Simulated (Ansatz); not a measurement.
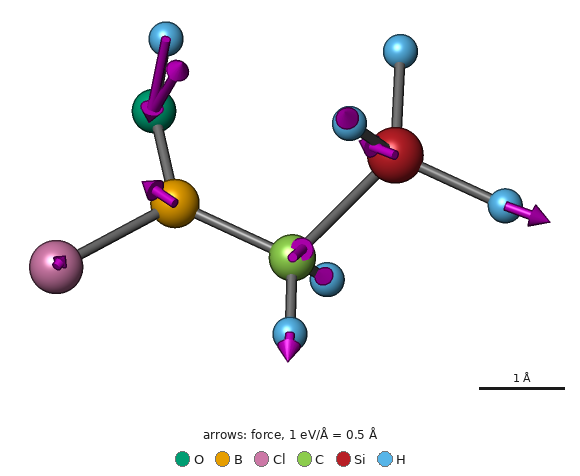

Starting geometry of CH6BClOSi (coarse preliminary run) with the computed forces as purple arrows. A ball-and-stick model, seen at a tilt.

The start comes from a force field.

Theory: Ansatz, RKS PBE-D4/def2-SVP.

The input:
```yaml
crystal:
  periodic: [false, false, false]
  atoms:
    - {symbol: O, position_ang: [-0.030000, 0.702600, 2.044200]}
    - {symbol: B, position_ang: [0.661200, -0.182900, 1.181600]}
    - {symbol: Cl, position_ang: [2.393200, -0.562000, 1.560000]}
    - {symbol: C, position_ang: [0.014000, -0.904100, -0.030900]}
    - {symbol: Si, position_ang: [-0.589600, 0.324700, -1.332000]}
    - {symbol: H, position_ang: [0.065600, 1.652700, 1.619700]}
    - {symbol: H, position_ang: [0.662300, -1.638300, -0.492900]}
    - {symbol: H, position_ang: [-0.912000, -1.440800, 0.344200]}
    - {symbol: H, position_ang: [-1.532500, 1.303700, -0.673700]}
    - {symbol: H, position_ang: [0.589500, 1.055700, -1.791500]}
    - {symbol: H, position_ang: [-1.256200, -0.368200, -2.407900]}
basis:
  gaussian: {orbitals: def2-SVP}
hamiltonian: {xc: pbe, dispersion: d4}
relax: {f_tol: 0.03, max_steps: 200}
```

Run as
```bash
ansatz run in.yaml --threads 4 --pin off --events-out ev --progress --plain --max-ram 10444MiB
```

What follows when this structure is relaxed?

It isn't relaxed: the largest force vector, on O1, is 2.88 eV/Å. The final displacements have little in common with the starting forces (cosine between the two patterns 0.27). Over 13 accepted moves (15 points after the start) the energy falls by 0.816 eV. Largest force component: 2.3 eV/Å at the start, 0.029 eV/Å at the end. The line search rejected the trial steps at points 10, 12 of the run. The largest move after the best rigid fit is that of H6, 1.37 Å. By element the largest moves are H 1.37 Å, Cl 0.96 Å, O 0.25 Å, Si 0.19 Å, C 0.18 Å, B 0.18 Å. Some distances before and after: O1–H6 1.045 → 0.976 Å, Si5–H11 1.443 → 1.506 Å, O1–B2 1.416 → 1.360 Å, Si5–H10 1.461 → 1.505 Å. Among the angles between lasting bonds that change: B2–O1–H6 106.0° → 112.3°, C4–Si5–H10 106.5° → 110.4°, H10–Si5–H11 112.2° → 108.6°. Groups turn about O1–B2 by about 90°, B2–C4 by about 35°.
